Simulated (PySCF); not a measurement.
## A study: C₇H₈, SMILES `C1=C[CH]2C=C[CH]2C1`

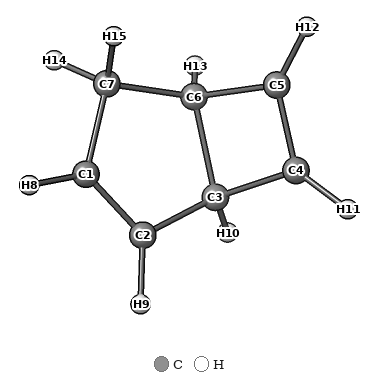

The molecule, with its atoms numbered as below. No frequency check shows the geometry to be a minimum.

Coordinates in Å:

```
C1      -1.6333   -0.2058    0.3860
C2      -0.8683   -1.2241    0.0266
C3       0.4051   -0.7728   -0.6109
C4       1.5534   -0.6081    0.3609
C5       1.4565    0.7157    0.4005
C6       0.3122    0.7852   -0.5790
C7      -1.0563    1.1313    0.0189
H8      -2.5852   -0.2785    0.8861
H9      -1.0845   -2.2669    0.1838
H10      0.6349   -1.2674   -1.5551
H11      2.1796   -1.3350    0.8460
H12      1.9754    1.4916    0.9347
H13      0.5252    1.3093   -1.5094
H14     -1.6992    1.6448   -0.7005
H15     -0.9613    1.7746    0.8973
```

### 1. Bonding charge

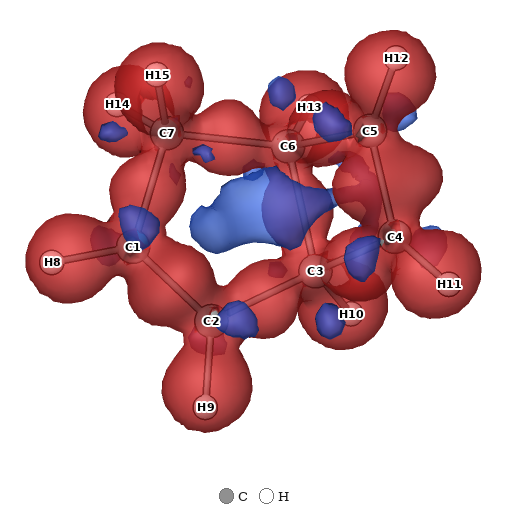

Deformation density (molecule less spherical, spin-averaged free atoms at the same positions), surfaces at ±0.1 e/Å³; red: gain, blue: loss.

Computed with PySCF, PBE0/6-311+G**, geometry: GFN2-xTB.

How much density has each bond gained at its critical point, relative to the free atoms?

Answer. The five largest and four smallest: C4–H11: +0.74 e/Å³ at the bond critical point (bond length 1.07 Å). C5–H12: +0.73 e/Å³ at the bond critical point (bond length 1.08 Å). C1–H8: +0.73 e/Å³ at the bond critical point (bond length 1.08 Å). C2–H9: +0.73 e/Å³ at the bond critical point (bond length 1.08 Å). C1–C2: +0.71 e/Å³ at the bond critical point (bond length 1.32 Å). C5–C6: +0.47 e/Å³ at the bond critical point (bond length 1.51 Å). C3–C4: +0.46 e/Å³ at the bond critical point (bond length 1.51 Å). C6–C7: +0.45 e/Å³ at the bond critical point (bond length 1.53 Å). C3–C6: +0.43 e/Å³ at the bond critical point (bond length 1.56 Å). In all, 3.5 electrons gather in the regions of gain relative to the promolecule.

Where do the Hirshfeld charges lie?

Answer. The highest Hirshfeld charge is on H11 (+0.05 e), the lowest on C7 (−0.08 e).

```csv
atom,charge (e)
C1,−0.05
C2,−0.06
C3,−0.04
C4,−0.05
C5,−0.05
C6,−0.03
C7,−0.08
H8,+0.05
H9,+0.05
H10,+0.04
H11,+0.05
H12,+0.05
H13,+0.04
H14,+0.04
H15,+0.04
```

### 2. Bond critical points

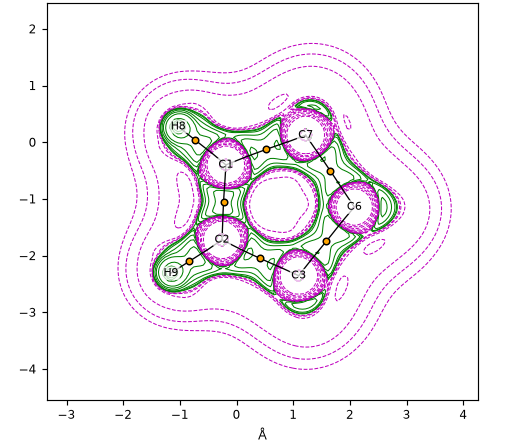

Negative Laplacian of the density (−∇²ρ) in the plane of C1, C2, C3, C6, C7, H8 and H9 (solid green lines positive, dashed magenta lines negative, contours at ±0.02 to ±8 a.u.), with bond paths and bond critical points (dots).

Sort the bonds in the plane by the sign of ∇²ρ at their critical points.

Answer. Concentrated (∇²ρ < 0): C1–C2 (−1.04 a.u.); C1–H8 (−0.99 a.u.); C2–H9 (−0.99 a.u.); C2–C3 (−0.62 a.u.); C1–C7 (−0.61 a.u.); C6–C7 (−0.54 a.u.); C3–C6 (−0.49 a.u.). At none is it depleted.

Where along C2–H9 does the critical point lie?

Answer. 0.69 Å from C2 and 0.39 Å from H9.

### 3. Local ionisation energy

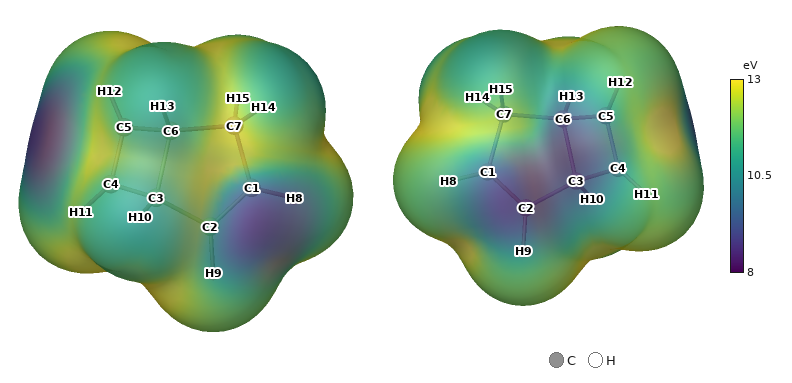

Average local ionisation energy on the surface of electron density 0.001 a.u. (back view left, front view right).

Where are the most loosely bound electrons on this surface?

Answer. The lowest value is 8.2 eV, off the C1–C2 bond (2.2 to 2.3 Å from its atoms). Further minima include 10.8 eV, 1.4 Å from H10; 10.8 eV, 1.4 Å from H14. For comparison, the highest occupied orbital lies at −6.8 eV.

What volume does the surface enclose, and what is the dipole moment?

Answer. About 137 Å³; the dipole moment is 0.2 D.

### 4. Localised orbitals

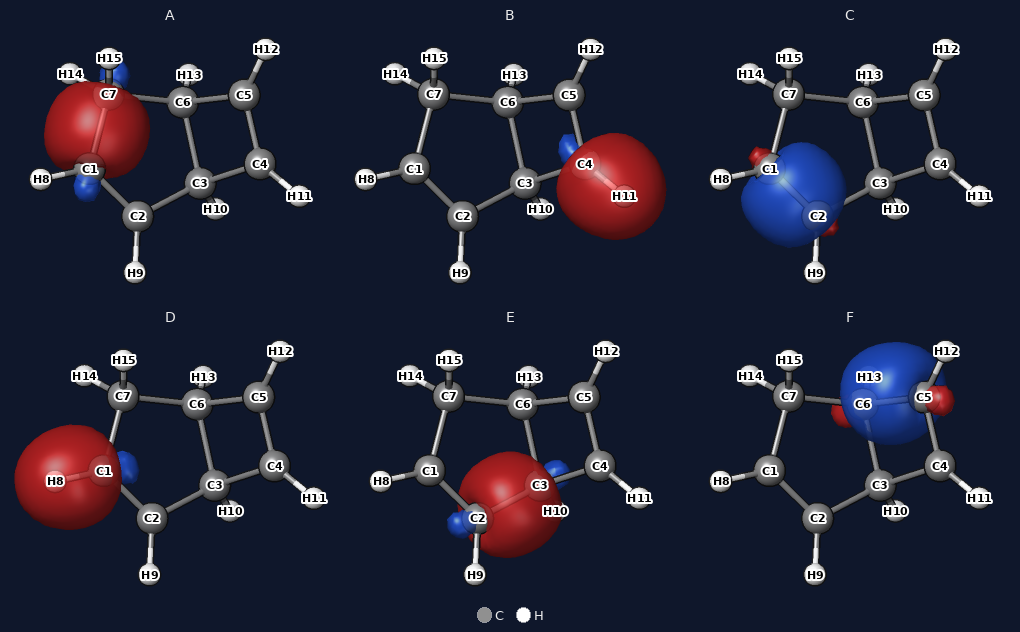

Intrinsic bond orbitals (IBO), occupied; each surface holds about 85 % of the orbital's density. Energies are diagonal elements of the Fock matrix.

Level of theory: PBE0/6-311+G** (PySCF), at a geometry from GFN2-xTB.

Name the orbitals, with their atomic make-up and energies.

Answer. By panel:
- A: σ bond C7–C1 (C7 50 %, C1 49 %; −14.8 eV)
- B: σ bond C4–H11 (C4 59 %, H11 41 %; −14.3 eV)
- C: σ bond C1–C2 (C1 50 %, C2 50 %; −17.3 eV)
- D: σ bond C1–H8 (C1 58 %, H8 41 %; −13.8 eV)
- E: σ bond C3–C2 (C3 49 %, C2 49 %; −14.9 eV)
- F: σ bond C5–C6 (C5 50 %, C6 49 %; −14.3 eV)

How do all the valence pairs divide up?

Answer. 18 pairs: 16 σ bonds and 2 two-centre π bonds.

### 5. Magnetic shielding

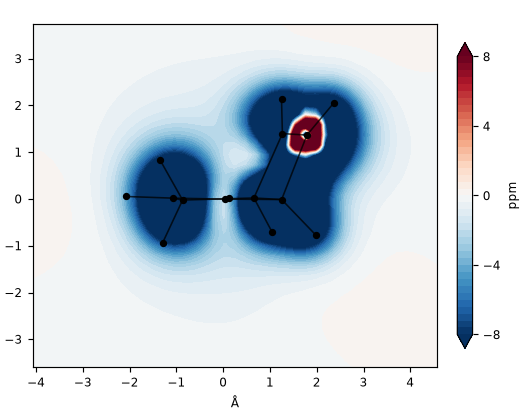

Isotropic NICS in a plane perpendicular to the 5-membered ring C1/C2/C3/C6/C7; GIAO shieldings; atoms are projected onto the map; negative values mean shielding.

Level of theory: PBE0/6-31G* (PySCF), at a geometry from GFN2-xTB.

Is the ring aromatic by this magnetic criterion?

Answer. It is neither clearly shielded nor deshielded above its centre; an sp³ atom breaks the ring's conjugation, so the values mix its σ bonds and separate π bonds and show no closed π ring current: NICS(0) = −1.7, NICS(1) = −2.0 and −2.4, NICS(1)zz = −1.6 and −2.7 (two faces) ppm. The 4-membered ring C3/C4/C5/C6 is neither clearly shielded nor deshielded above its centre; an sp³ atom breaks the ring's conjugation, so the values mix its σ bonds and separate π bonds and show no closed π ring current: NICS(0) = +0.5, NICS(1) = −1.7 and −1.8, NICS(1)zz = +2.5 and +1.7 (two faces) ppm.

What absolute proton shieldings does the same calculation give?

Answer. From 25.9 ppm (H11) to 30.1 ppm (H15).
